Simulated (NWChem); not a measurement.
# One shape, several levels: CH3ClSi (SMILES C[Si]Cl)

Wanted: a comparison of 6 runs (BP86/6-31G*, BP86/6-31+G*, BP86/6-31++G**, BP86/6-311+G**, BP86/6-311++G(2d,2p), BP86/6-311++G(3df,3pd)) of CH3ClSi. 

The calculation is run with NWChem 7.3.0.

## Step 1: The system as given

The species is CH3ClSi (6 atoms), meant as a singlet with charge 0. As SMILES, `C[Si]Cl`. The coordinates come from a PBE0-D4/def2-TZVP relaxation.

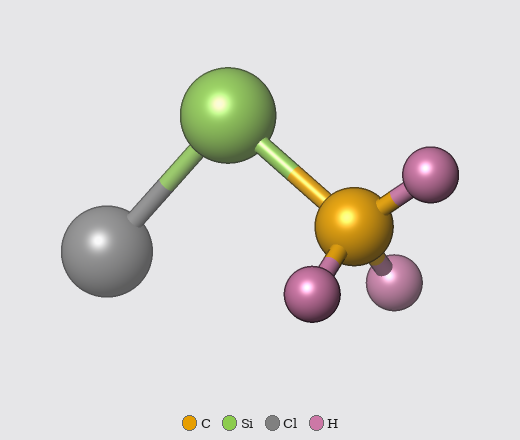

Viewed from a chosen angle; carbon amber, silicon green, chlorine grey, hydrogen pink.

## Step 2: Energy and gradient at BP86/6-31G(d) (spherical functions) (run 1)

m1.nw

```
start m1
title "CH3ClSi BP86"
memory 2200 mb

geometry units angstroms noautosym nocenter noautoz
  C    -0.420900    0.376200   -0.177100
  Si    0.228200   -0.642100    1.273100
  Cl    1.857700   -1.533900    0.308500
  H     0.353800    1.065800   -0.531400
  H    -1.308700    0.949900    0.100100
  H    -0.668100   -0.280000   -1.019400
end

basis spherical bse
  * library 6-31G*
end

dft
  xc becke88 perdew86
  grid fine
  convergence energy 1e-08
  iterations 100
  mulliken
  noprint "final vectors analysis"
end

task dft gradient
```

Command:

```console
$ nwchem m1.nw > m1.out
```

Standard output:

```text
[...]
          Wavefunction type:  closed shell.
          No. of atoms     :     6
          No. of electrons :    40
[...]
          Charge           :     0
          Spin multiplicity:     1
[...]
          AO basis - number of functions:    56
[...]
              XC Information
              --------------
                    Becke 1988 Exchange Functional  1.000
                Perdew 1981 Correlation Functional  1.000 local
                Perdew 1986 Correlation Functional  1.000 non-local
[...]
 d= 0,ls=0.0,diis     1   -789.5971283969 -9.18D+02  2.06D-02  3.23D-01     1.0
[...]
 d= 0,ls=0.0,diis    10   -789.6371989509 -4.28D-09  8.89D-07  2.44D-09     7.1
         Total DFT energy =     -789.637198950883
      One electron energy =    -1344.724680461644
           Coulomb energy =      482.702890906745
    Exchange-Corr. energy =      -55.768651995134
 Nuclear repulsion energy =      128.153242599150
[...]
      Total Density - Mulliken Population Analysis
     ---------------------------------------------
    Atom       Charge   Shell Charges
 -----------   ------   -------------------------------------------------------
    1 C    6     6.74   2.00  0.67  2.12  0.71  1.23  0.02
    2 Si  14    13.61   2.00  2.00  5.96  1.24  1.37  0.65  0.28  0.12
    3 Cl  17    17.25   2.00  2.00  5.97  1.41  3.62  0.55  1.69  0.02
    4 H    1     0.80   0.51  0.29
    5 H    1     0.81   0.51  0.30
    6 H    1     0.80   0.51  0.29
[...]
  wavefunction    = closed shell
                         DFT ENERGY GRADIENTS
    atom               coordinates                        gradient
                 x          y          z           x          y          z
   1 C      -0.795386   0.710915  -0.334670    0.000151  -0.000043  -0.000156
   2 Si      0.431235  -1.213393   2.405810    0.005854   0.000350  -0.013301
   3 Cl      3.510544  -2.898651   0.582980   -0.009842   0.005633   0.005136
   4 H       0.668585   2.014070  -1.004200   -0.004585  -0.005328   0.003227
   5 H      -2.473084   1.795051   0.189162    0.006214  -0.004226  -0.001384
   6 H      -1.262526  -0.529123  -1.926387    0.002207   0.003614   0.006476
[...]
```

Run time: 11 s. Hardware: 1 thread of Intel Xeon Platinum 8559C (Emerald Rapids), shared host; peak memory 0.12 GiB.

## Step 3: Energy and gradient at BP86/6-31+G(d) (spherical functions) (run 2)

ch3clsi.nw

```
start ch3clsi
title "CH3ClSi BP86"
memory 2200 mb

geometry units angstroms noautosym nocenter noautoz
 C     -0.420900     0.376200    -0.177100
 Si     0.228200    -0.642100     1.273100
 Cl     1.857700    -1.533900     0.308500
 H      0.353800     1.065800    -0.531400
 H     -1.308700     0.949900     0.100100
 H     -0.668100    -0.280000    -1.019400
end

basis spherical bse
 * library 6-31+G*
end

dft
 xc becke88 perdew86
 grid fine
 convergence energy 1e-08
 iterations 100
 mulliken
 noprint "final vectors analysis"
end

task dft gradient
```

Command:

```console
$ nwchem ch3clsi.nw > ch3clsi.out
```

Standard output:

```text
[...]
          Wavefunction type:  closed shell.
          No. of atoms     :     6
          No. of electrons :    40
[...]
          Charge           :     0
          Spin multiplicity:     1
[...]
          AO basis - number of functions:    68
[...]
              XC Information
              --------------
                    Becke 1988 Exchange Functional  1.000
                Perdew 1981 Correlation Functional  1.000 local
                Perdew 1986 Correlation Functional  1.000 non-local
[...]
 d= 0,ls=0.0,diis     1   -789.6002197578 -9.18D+02  1.79D-02  3.41D-01     1.3
[...]
 d= 0,ls=0.0,diis    10   -789.6415269237 -5.89D-09  9.57D-07  3.37D-09     9.5
         Total DFT energy =     -789.641526923711
      One electron energy =    -1344.506603849525
           Coulomb energy =      482.460803849493
    Exchange-Corr. energy =      -55.748969522829
 Nuclear repulsion energy =      128.153242599150
[...]
      Total Density - Mulliken Population Analysis
     ---------------------------------------------
    Atom       Charge   Shell Charges
 -----------   ------   -------------------------------------------------------
    1 C    6     6.85   2.00  0.66  2.12  0.75  1.24  0.01  0.05  0.02
    2 Si  14    13.71   2.00  2.00  5.95  1.23  1.39  0.70  0.16  0.17 -0.02  0.12
    3 Cl  17    17.18   2.00  2.00  5.97  1.42  3.63  0.55  1.61 -0.04  0.04  0.02
    4 H    1     0.75   0.51  0.24
    5 H    1     0.76   0.52  0.24
    6 H    1     0.75   0.51  0.24
[...]
  wavefunction    = closed shell
                         DFT ENERGY GRADIENTS
    atom               coordinates                        gradient
                 x          y          z           x          y          z
   1 C      -0.795386   0.710915  -0.334670    0.000232   0.000124  -0.000785
   2 Si      0.431235  -1.213393   2.405810    0.005844   0.000416  -0.013463
   3 Cl      3.510544  -2.898651   0.582980   -0.009935   0.005672   0.005223
   4 H       0.668585   2.014070  -1.004200   -0.004962  -0.005624   0.003445
   5 H      -2.473084   1.795051   0.189162    0.006543  -0.004497  -0.001327
   6 H      -1.262526  -0.529123  -1.926387    0.002278   0.003908   0.006908
[...]
```

Wall time 16 s (1 thread of Intel Xeon Platinum 8559C (Emerald Rapids), shared host); peak memory 0.11 GiB.

## Step 4: Energy and forces at BP86/6-31++G(d,p) (spherical functions) (run 3)

ch3clsi.nw

```
start ch3clsi
title "CH3ClSi gradient"
memory 2200 mb
geometry units angstrom noautosym nocenter noautoz
C       -0.420900       0.376200      -0.177100
Si       0.228200      -0.642100       1.273100
Cl       1.857700      -1.533900       0.308500
H        0.353800       1.065800      -0.531400
H       -1.308700       0.949900       0.100100
H       -0.668100      -0.280000      -1.019400
end
basis spherical bse
* library 6-31++G**
end
dft
xc becke88 perdew86
grid fine
convergence energy 1e-08
iterations 100
mulliken
noprint "final vectors analysis"
end
task dft gradient
```

Command:

```console
$ nwchem ch3clsi.nw > ch3clsi.out
```

Standard output:

```text
[...]
          Wavefunction type:  closed shell.
          No. of atoms     :     6
          No. of electrons :    40
[...]
          Charge           :     0
          Spin multiplicity:     1
[...]
          AO basis - number of functions:    80
[...]
              XC Information
              --------------
                    Becke 1988 Exchange Functional  1.000
                Perdew 1981 Correlation Functional  1.000 local
                Perdew 1986 Correlation Functional  1.000 non-local
[...]
 d= 0,ls=0.0,diis     1   -789.6037138374 -9.18D+02  1.63D-02  3.54D-01     1.7
[...]
 d= 0,ls=0.0,diis    11   -789.6461323462 -5.64D-10  1.53D-07  9.01D-11    13.6
         Total DFT energy =     -789.646132346177
      One electron energy =    -1344.508674950187
           Coulomb energy =      482.458266941553
    Exchange-Corr. energy =      -55.748966936692
 Nuclear repulsion energy =      128.153242599150
[...]
      Total Density - Mulliken Population Analysis
     ---------------------------------------------
    Atom       Charge   Shell Charges
 -----------   ------   -------------------------------------------------------
    1 C    6     6.68   2.00  0.66  2.12  0.69  1.16 -0.05  0.08  0.02
    2 Si  14    13.80   2.00  2.00  5.95  1.23  1.40  0.71  0.18  0.22 -0.01  0.12
    3 Cl  17    17.16   2.00  2.00  5.97  1.42  3.63  0.55  1.61 -0.05  0.03  0.02
    4 H    1     0.78   0.51  0.27 -0.02  0.01
    5 H    1     0.80   0.52  0.28 -0.01  0.01
    6 H    1     0.78   0.51  0.27 -0.02  0.01
[...]
  wavefunction    = closed shell
                         DFT ENERGY GRADIENTS
    atom               coordinates                        gradient
                 x          y          z           x          y          z
   1 C      -0.795386   0.710915  -0.334670    0.000672  -0.000351  -0.000396
   2 Si      0.431235  -1.213393   2.405810    0.006056  -0.000025  -0.012689
   3 Cl      3.510544  -2.898651   0.582980   -0.010021   0.005760   0.005160
   4 H       0.668585   2.014070  -1.004200   -0.004452  -0.004912   0.003052
   5 H      -2.473084   1.795051   0.189162    0.005808  -0.003972  -0.001235
   6 H      -1.262526  -0.529123  -1.926387    0.001936   0.003500   0.006109
[...]
```

It took 21 s on 1 thread of Intel Xeon Platinum 8559C (Emerald Rapids), shared host; peak memory 0.12 GiB.

Runs 4 to 5 aren't shown in full; the table further down has their settings and results.

## Step 5: Energy and forces at BP86/6-311++G(3df,3pd) (run 6)

mymol.nw

```
start mymol
title "CH3ClSi"
memory 2200 mb
geometry noautosym nocenter noautoz
  C    -0.420900    0.376200   -0.177100
  Si    0.228200   -0.642100    1.273100
  Cl    1.857700   -1.533900    0.308500
  H     0.353800    1.065800   -0.531400
  H    -1.308700    0.949900    0.100100
  H    -0.668100   -0.280000   -1.019400
end
basis spherical bse
  * library "6-311++G(3df,3pd)"
end
dft
  xc becke88 perdew86
  mult 1
  grid fine
  convergence energy 1e-08
  iterations 100
  mulliken
  noprint "final vectors analysis"
end
task dft gradient
```

Command:

```console
$ nwchem mymol.nw > mymol.out
```

Standard output:

```text
[...]
          Wavefunction type:  closed shell.
          No. of atoms     :     6
          No. of electrons :    40
[...]
          Charge           :     0
          Spin multiplicity:     1
[...]
          AO basis - number of functions:   187
[...]
              XC Information
              --------------
                    Becke 1988 Exchange Functional  1.000
                Perdew 1981 Correlation Functional  1.000 local
                Perdew 1986 Correlation Functional  1.000 non-local
[...]
 d= 0,ls=0.0,diis     1   -789.6729380076 -9.18D+02  5.11D-03  1.60D+00     7.9
[...]
 d= 0,ls=0.0,diis    11   -789.7249110244 -4.30D-09  1.14D-07  9.15D-10    75.5
         Total DFT energy =     -789.724911024354
      One electron energy =    -1344.812602069718
           Coulomb energy =      482.680653406213
    Exchange-Corr. energy =      -55.746204959999
 Nuclear repulsion energy =      128.153242599150
[...]
      Total Density - Mulliken Population Analysis
     ---------------------------------------------
    Atom       Charge   Shell Charges
 -----------   ------   -------------------------------------------------------
    1 C    6     6.30   1.11  0.88  0.66  0.75  1.42  0.59  0.98 -0.05 -0.05  0.00  0.01  0.00  0.00
    2 Si  14    13.53   0.79  1.18  0.96  1.02  1.01  0.78  1.97  3.89  0.53  0.94  0.08  0.10  0.06  0.00  0.11  0.07  0.04
    3 Cl  17    17.33   0.78  1.19  0.89  1.09  1.01  1.07  7.42 -1.52  1.10  2.91  1.40  0.07 -0.13  0.00  0.01  0.03  0.00
    4 H    1     0.94   0.27  0.50  0.12  0.02  0.00  0.02  0.01  0.00
    5 H    1     0.97   0.27  0.50  0.13  0.02  0.00  0.02  0.02  0.00
    6 H    1     0.94   0.27  0.50  0.12  0.02  0.00  0.02  0.01  0.00
[...]
  wavefunction    = closed shell
                         DFT ENERGY GRADIENTS
    atom               coordinates                        gradient
                 x          y          z           x          y          z
   1 C      -0.795386   0.710915  -0.334670    0.000820  -0.000443  -0.000454
   2 Si      0.431235  -1.213393   2.405810    0.003067  -0.000061  -0.006294
   3 Cl      3.510544  -2.898651   0.582980   -0.005530   0.003292   0.002533
   4 H       0.668585   2.014070  -1.004200   -0.002846  -0.002776   0.001625
   5 H      -2.473084   1.795051   0.189162    0.003471  -0.002324  -0.000886
   6 H      -1.262526  -0.529123  -1.926387    0.001019   0.002313   0.003476
[...]
```

Run time: 1.9 min. Hardware: 1 thread of Intel Xeon Platinum 8559C (Emerald Rapids), shared host; peak memory 0.15 GiB.

## Step 6: Overview of the runs

```
run                                 level  energy (Eh)  dipole moment (D)  largest force (eV/Å)  wall time
  1     BP86/6-31G* (spherical functions)  -789.637199               2.03                 0.747       11 s
  2    BP86/6-31+G* (spherical functions)  -789.641527               1.95                 0.755       16 s
  3  BP86/6-31++G** (spherical functions)  -789.646132               1.92                 0.723       21 s
  4                        BP86/6-311+G**  -789.711196               1.89                 0.654       24 s
  5                  BP86/6-311++G(2d,2p)  -789.719334               1.76                 0.562       41 s
  6                BP86/6-311++G(3df,3pd)  -789.724911               1.72                 0.360    1.9 min
```

Convergence of the total energy of singlet CH3ClSi with the basis set, against the last point:

| basis set | from the last (mEh) | wall time |
| --- | --- | --- |
| 6-31G* | +87.712 | 11 s |
| 6-31+G* | +83.384 | 16 s |
| 6-31++G** | +78.779 | 21 s |
| 6-311+G** | +13.715 | 24 s |
| 6-311++G(2d,2p) | +5.577 | 41 s |
| 6-311++G(3df,3pd) | +0.000 | 1.9 min |

Convergence of the dipole moment of singlet CH3ClSi with the basis set, against the last point:

```
        basis set  from the last (D)  wall time
           6-31G*            +0.3135       11 s
          6-31+G*            +0.2258       16 s
        6-31++G**            +0.2018       21 s
        6-311+G**            +0.1724       24 s
  6-311++G(2d,2p)            +0.0399       41 s
6-311++G(3df,3pd)            +0.0000    1.9 min
```

## Step 7: Summary of results

```
                       quantity          value
            run 6: total energy  -789.72491 Eh
           run 6: dipole moment         1.72 D
run 6: largest force on an atom     0.360 eV/Å
```

What this shows: For the total energy of singlet CH3ClSi to stay within 10 mEh of the last point, 6-311++G(2d,2p) is the first point of the series from which all later ones do (41 s against 1.9 min). For the dipole moment of singlet CH3ClSi to stay within 0.1 D of the last point, 6-311++G(2d,2p) is the first point of the series from which all later ones do (41 s against 1.9 min). The dipole moment (its size) runs from 1.72 D (BP86/6-311++G(3df,3pd)) to 2.03 D (BP86/6-31G*). All runs together took 3.8 min, the longest 1.9 min.
